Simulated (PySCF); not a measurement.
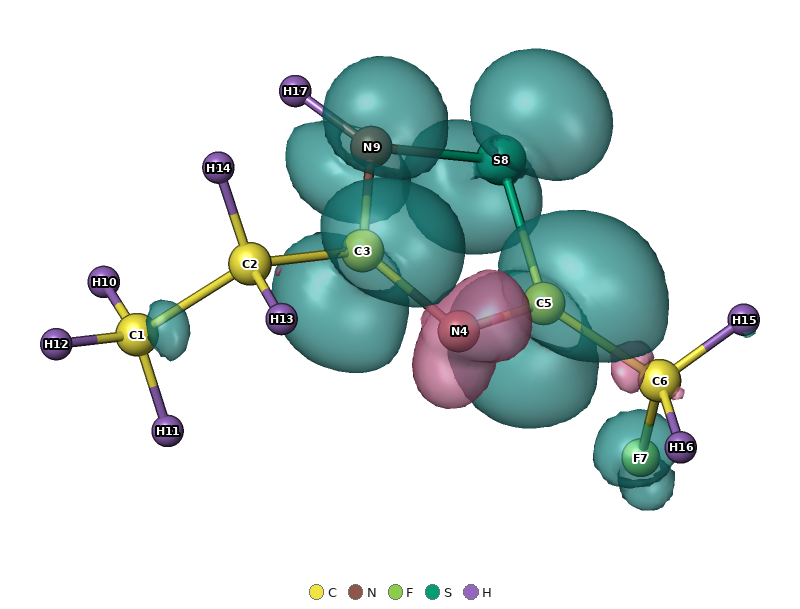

Figure 1: C5H8FN2S (doublet). Isosurfaces of the spin density (α minus β) at +0.02 (teal) and −0.02 e/Å³ (pink), seen at an oblique angle.

Geometry: GFN2-xTB.

Level of theory: UKS B3LYP, pcH-1 on C F H N S, non-relativistic, mean-field spin-orbit, GIAO (PySCF).

```yaml
atoms:
  - { symbol: C, position_ang: [-2.3823, -0.8876, 0.5099] }
  - { symbol: C, position_ang: [-1.6925, 0.4776, 0.6099] }
  - { symbol: C, position_ang: [-0.4055, 0.4866, -0.1305] }
  - { symbol: N, position_ang: [0.7549, 0.2259, 0.3842] }
  - { symbol: C, position_ang: [1.7448, 0.2226, -0.4800] }
  - { symbol: C, position_ang: [3.1486, -0.0775, -0.1639] }
  - { symbol: F, position_ang: [3.4968, -1.3769, -0.5286] }
  - { symbol: S, position_ang: [1.1945, 0.5890, -2.1421] }
  - { symbol: N, position_ang: [-0.3643, 0.7752, -1.4904] }
  - { symbol: H, position_ang: [-2.6023, -1.1381, -0.5259] }
  - { symbol: H, position_ang: [-1.7384, -1.6600, 0.9221] }
  - { symbol: H, position_ang: [-3.3151, -0.8754, 1.0677] }
  - { symbol: H, position_ang: [-1.4791, 0.6983, 1.6559] }
  - { symbol: H, position_ang: [-2.3497, 1.2538, 0.2109] }
  - { symbol: H, position_ang: [3.8445, 0.5719, -0.7072] }
  - { symbol: H, position_ang: [3.3082, -0.0107, 0.9159] }
  - { symbol: H, position_ang: [-1.1701, 0.7374, -2.0923] }
```

### Which atoms carry the spin?

The unpaired spin (1 electron) lies mostly on C5 (about 0.3), S8 (about 0.2), C3 (about 0.2) and N9 (about 0.1), in electrons by Hirshfeld's partition.
